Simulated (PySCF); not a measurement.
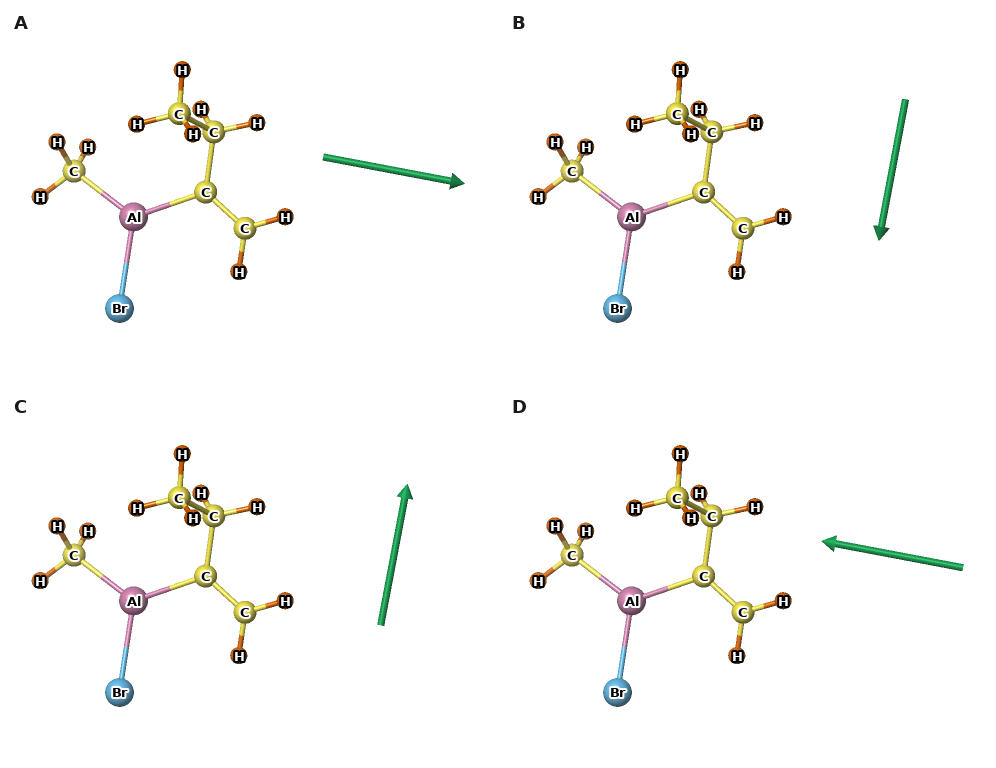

The same molecule four times, each with an arrow. The computed structure is the end point of a GFN2-xTB optimisation. No frequency run is at hand to confirm it as a minimum. Method: PBE0/def2-SVPD, gas phase (PySCF 2.14.0).

> Which arrow points along the dipole moment, from the negative to the positive end?

C. The dipole moment is 2.43 D.

The geometry is semi-empirical. Around Al, Br such bond lengths and angles can be off by a tenth of an ångström or more and by several degrees, and values that hang on the shape move with them.
